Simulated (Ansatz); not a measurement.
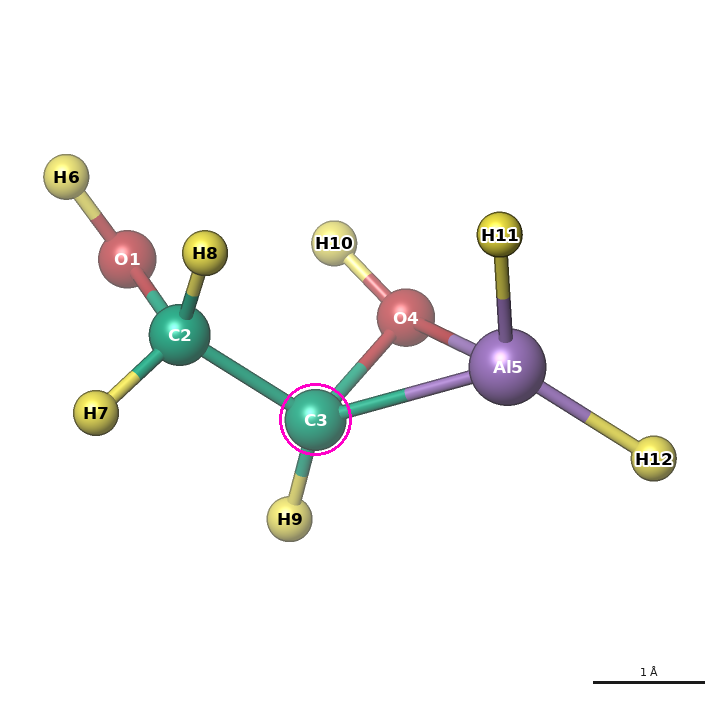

Orthographic view. Atoms fade into the background with distance from the viewer. The geometry was computed by an optimisation with PBE-D4/def2-SVP. No frequency run is at hand to confirm it as a minimum.

Name the neighbours of the circled atom.

Answer. The circled atom is C3; it is bonded to C2, O4, Al5, H9.

What is the shortest path along bonds from the circled atom to H6?

Answer. C3–C2–O1–H6, 3 bonds; through space the two are 3.20 Å apart.

Which two atoms are farthest apart in space?

Answer. H6 and H12, 6.00 Å.

Of O1 and C2, which is nearer the viewer?

Answer. C2; the bond to O1 points away from the viewer, so it looks shorter than its 1.44 Å.
